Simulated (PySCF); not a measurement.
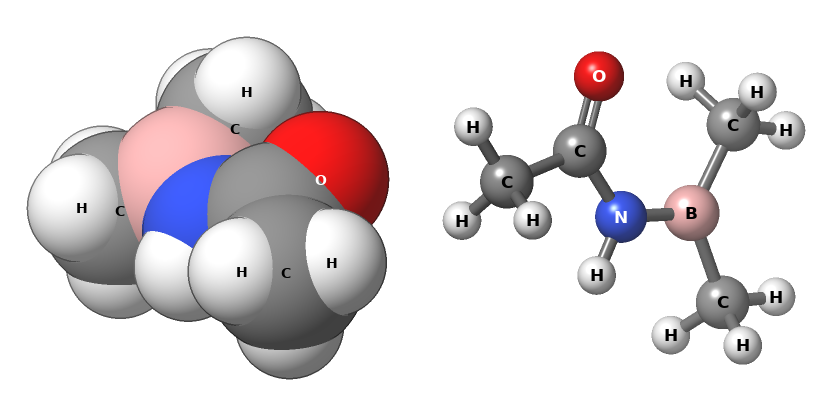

The same structure drawn twice, from different directions.

Computed geometry: GFN2-xTB optimisation. No frequency run is at hand to confirm it as a minimum.

Describe the molecule.

The molecule is C₄H₁₀BNO. SMILES: `CB(C)NC(C)=O`. It has no ring. Among its groups: amide. Coordination: 3 C tetrahedral; 1 B trigonal planar; 1 N trigonal planar; 1 C trigonal planar.

The parts below concern this one geometry. Atoms keep their numbers from picture to picture.

Geometry

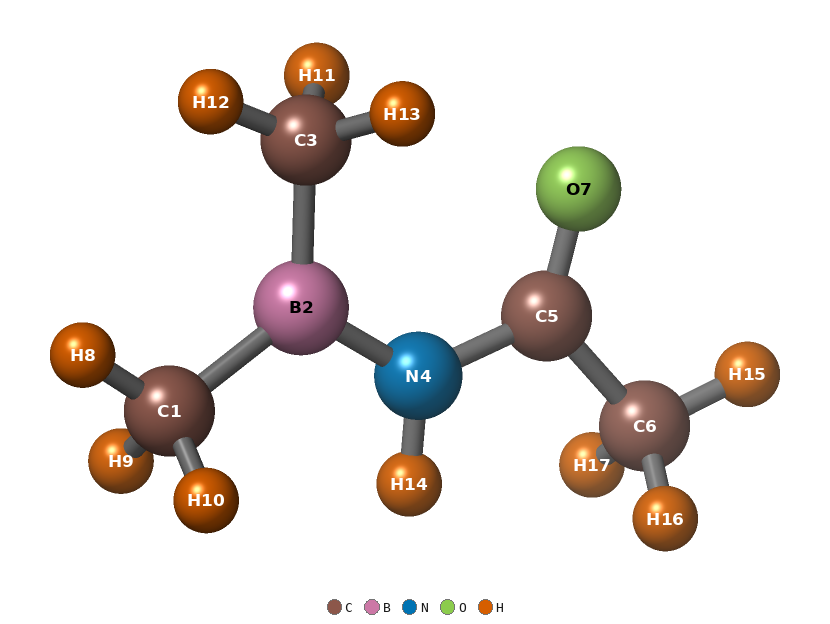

Atoms carry their numbers in the input. No frequency run is at hand to confirm it as a minimum.

What are the angles C1–B2–N4, B2–C1–H8, B2–C1–H9, B2–C3–H11, B2–C3–H13, B2–N4–C5, B2–N4–H14, N4–C5–O7, C5–N4–H14, C5–C6–H15, C5–C6–H17, C6–C5–O7?

```
    angle  degrees
 C1–B2–N4    115.6
 B2–C1–H8    113.4
 B2–C1–H9    111.1
B2–C3–H11    110.7
B2–C3–H13    110.8
 B2–N4–C5    129.2
B2–N4–H14    117.4
 N4–C5–O7    123.9
C5–N4–H14    113.3
C5–C6–H15    109.5
C5–C6–H17    109.6
 C6–C5–O7    122.9
```

NMR shielding

The questions are on isotropic NMR shieldings of the H atoms. No frequency run is at hand to confirm it as a minimum. Method: GIAO PBE0/pcSseg-1 NMR shielding, non-relativistic, gas phase (PySCF 2.14.0).

Which H atom is the most shielded (lowest chemical shift)?

H10 (31.37 ppm).

Which H atom is the least shielded (highest chemical shift)?

H14 (25.33 ppm).

How wide is the range of H shifts?

6.04 ppm.

List the isotropic NMR shieldings of the H atoms.

```
atom  σ (ppm)
  H8    31.01
  H9    31.36
 H10    31.37
 H11    30.52
 H12    30.99
 H13    30.48
 H14    25.33
 H15    29.85
 H16    29.71
 H17    29.54
```

Electronic properties

No frequency run is at hand to confirm it as a minimum. Properties computed with PBE0/pcSseg-1, gas phase (PySCF 2.14.0).

Predict the main results.

- dipole moment: 3.51 D
- HOMO energy (Kohn–Sham orbital): −7.44 eV
- LUMO energy (Kohn–Sham orbital): −0.43 eV
- HOMO–LUMO gap: 7.02 eV

Bond orders

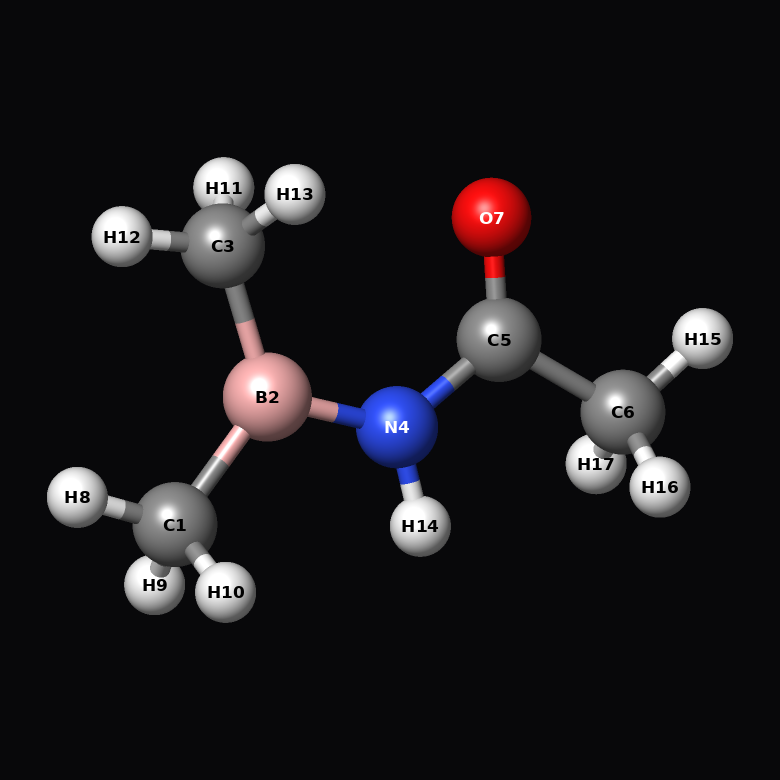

Every bond is drawn as one stick. No frequency run is at hand to confirm it as a minimum. Computed with PBE0/pcSseg-1 (PySCF 2.14.0).

Which bond between heavy atoms has the highest Mayer bond order?

C5–O7, 2.00, at a length of 1.205 Å.

List the Mayer bond orders of C1–B2, B2–C3, B2–N4, N4–C5, C5–C6, C5–O7 (bonds between heavy atoms, one of each equivalent set). Atoms whose distances differ by more than 0.02 Å in this geometry are listed apart.

| bond | Mayer order | length (Å) |
| --- | --- | --- |
| C1–B2 | 1.02 | 1.585 |
| B2–C3 | 1.07 | 1.572 |
| B2–N4 | 1.12 | 1.427 |
| N4–C5 | 1.07 | 1.378 |
| C5–C6 | 1.00 | 1.517 |
| C5–O7 | 2.00 | 1.205 |

Charges

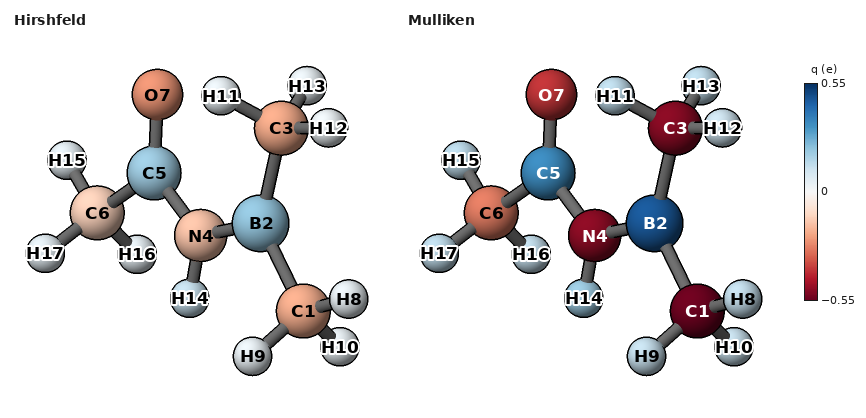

Atomic charges of one calculation by 2 schemes, on one colour scale. No frequency run is at hand to confirm it as a minimum. Method: PBE0/pcSseg-1 (PySCF 2.14.0).

Which scheme gives the most polar picture (largest mean size of the charges)?

The Mulliken charges are the largest in size here.

On which atom do the schemes disagree most?

On C1 (from −0.53 to −0.20 e); N4 (from −0.49 to −0.16 e).

List the charges (e), one line for each set of equivalent atoms. Atoms whose distances differ by more than 0.02 Å in this geometry are listed apart.

| atom | Hirshfeld | Mulliken |
| --- | --- | --- |
| C1 | −0.20 | −0.53 |
| B2 | 0.21 | 0.46 |
| C3 | −0.20 | −0.50 |
| N4 | −0.16 | −0.49 |
| C5 | 0.20 | 0.34 |
| C6 | −0.12 | −0.28 |
| O7 | −0.24 | −0.39 |
| H8 | 0.04 | 0.13 |
| H9 | 0.04 | 0.12 |
| H10 | 0.04 | 0.12 |
| H11 | 0.04 | 0.14 |
| H12 | 0.03 | 0.11 |
| H13 | 0.04 | 0.14 |
| H14 | 0.13 | 0.20 |
| H15 | 0.05 | 0.15 |
| H16 | 0.05 | 0.13 |
| H17 | 0.05 | 0.14 |

Mulliken values depend strongly on the basis set and can even reverse the polarity of a bond. The geometry is semi-empirical. Around B such bond lengths and angles can be off by a tenth of an ångström or more and by several degrees, and values that hang on the shape move with them.
